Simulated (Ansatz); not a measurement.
**What a tighter setting buys: basis.ecutwfc, CsMg6Co (Amm2, 8 atoms in the cell)**

Cell: a = 3.9070 Å, b = 8.0143 Å, c = 8.0143 Å, α = 68.55°, β = 90.00°, γ = 90.00°.

Computed with LDA (PW92), PAW files made with PBE (plane waves; Ansatz, a program for electronic structure).

Base settings: basis.ecutwfc = 30.9 Ry; kpoints.mp_grid.grid = 6 3 3; hamiltonian.xc = lda; hamiltonian.pseudopotentials = {kind: paw} (the program's default PAW files); magnetization.spin_polarized = true; scf.occupations.method = cold; scf.occupations.width = 0.02 Ry.

Misses are taken against the tightest run, 61.7 Ry, which need not be fully converged itself. The energy is the free energy per atom.

The count of work is k-points × plane waves × bands × iterations; it is no time, and leaves out set-up, grids and terms that scale otherwise. Core times come from one kind of shared machine and are given to one figure; runs under 30 s give none.

Ansatz's pressure holds its estimate of the finite-basis (Pulay) stress, which hides part of the cutoff error; the uncorrected pressure shows it.

The starting cell comes from a database of computed structures (which also holds hypothetical and non-ambient phases and stackings), without a prior relaxation at this level. The starting moments vanished: the run ended non-magnetic, which need not be the lowest state. The program warned that a starting moment was not kept. Ansatz's pressure includes its estimate of the finite-basis (Pulay) stress.

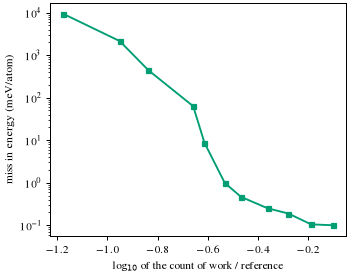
Figure: Miss against the count of work; the reference run is not drawn, and misses under 0.1 meV/atom are drawn there.

```csv
basis.ecutwfc,energy less reference (meV/atom),pressure less reference (GPa),largest difference in the force on any atom (eV/Å),uncorrected pressure less reference (GPa),count of work / reference,core time / reference (rough)
12.5 Ry,9371.68,-1.10,0.289,-219.06,0.067,–
15.4 Ry,2149.74,-0.13,0.073,-62.13,0.11,–
18.4 Ry,441.90,-0.03,0.014,-16.47,0.15,–
21.7 Ry,63.10,-0.01,0.007,-3.19,0.22,–
24.6 Ry,8.67,0.01,0.003,-0.55,0.24,–
27.9 Ry,0.98,0.00,0.001,-0.04,0.29,0.3
30.9 Ry,0.46,0.00,0.000,-0.01,0.34,0.6
35.6 Ry,0.25,0.00,0.000,0.00,0.44,0.4
40.1 Ry,0.19,0.00,0.000,0.00,0.53,0.5
46.3 Ry,0.10,0.00,0.000,0.00,0.65,0.6
54 Ry,0.03,0.00,0.000,0.00,0.79,0.8
61.7 Ry,0.00,0.00,0.000,0.00,1.0,1
```

Coarsest setting among those run that, with all tighter ones, holds the energy within 5 meV/atom of the reference: 27.9 Ry, off by 0.98 meV/atom; it needs 0.29 of the reference's count of work and about 0.3 of the reference's time.

The step from 12.5 Ry to 24.6 Ry: it takes the miss in the energy from 9400 to 8.7 meV/atom, for 3.7 times the count of work.

Keys are those of Ansatz 0.2.
